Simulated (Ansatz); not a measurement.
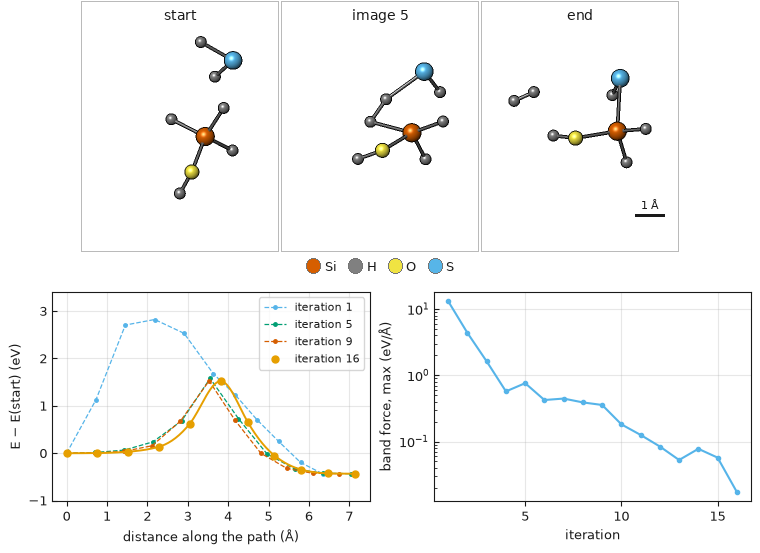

NEB run on SiH6SO, made up of SiH$_{4}$O and H2S. Images are numbered from 0 (start) to 10 (end). The plot follows the band through its iterations. Style: ball-and-stick. Shown from a free direction.

These are results of RKS PBE-D4/def2-SVP (Ansatz 0.2.0), not measurements. Set-up: 9 movable images; climbing image; force threshold 0.03 eV/Å; iteration limit 60; starting path through a guess of the saddle point.

### Judge this run.

The result is final at these settings. The band converged in 16 iterations. The largest component of the band force went from 13 to 0.017 eV/Å. The climbing image converged on the top of the path. Its vibrational analysis gives one imaginary mode (934i cm⁻¹), as a transition state must have. The first iteration put the highest image at 2.82 eV. The highest point, image 5, lies 1.52 eV above the start and 1.95 eV above the end; the end is at −0.43 eV relative to the start.

Limits of the set-up: the start holds two separate molecules, 3.0 Å apart at their closest, whose relative position is a soft coordinate.
